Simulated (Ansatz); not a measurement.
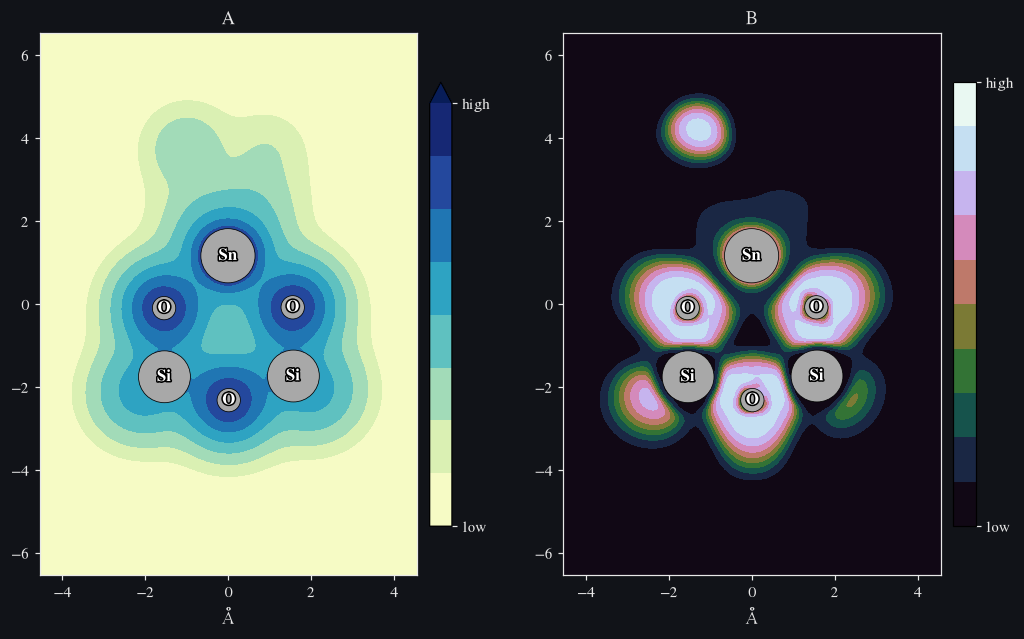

C$_{4}$H$_{16}$N$_{2}$O$_{3}$Si$_{2}$Sn ((NMe2)2Sn(OSiH2)2O): 2 fields on the plane of atoms Sn1, O8 and Si9, with unlabelled colour scales. Grey discs cover the atomic cores.

Geometry: r2SCAN-D4/def2-SVP; core potentials replace the inner electrons of Sn; not at a stationary point (largest force 0.9 eV/Å).

Computed with Ansatz, RKS PBE0-D4/def2-TZVP.

Q: The panels show electron density and electron localisation function in some order. Assign them.

A: Panel A: electron density. Panel B: electron localisation function. From the grid: Si–O (1.66 Å): ρ at the midpoint is about 1.1 e/Å³; the ELF peaks at about 0.85 between the atoms (a shared but strongly polarised pair). Sn–O (1.99 Å): the density is about 0.76 e/Å³ at the midpoint; the ELF peaks at about 0.80 in the valence shell of O, 0.6 Å from its nucleus, and drops to about 0.15 between the two atoms.
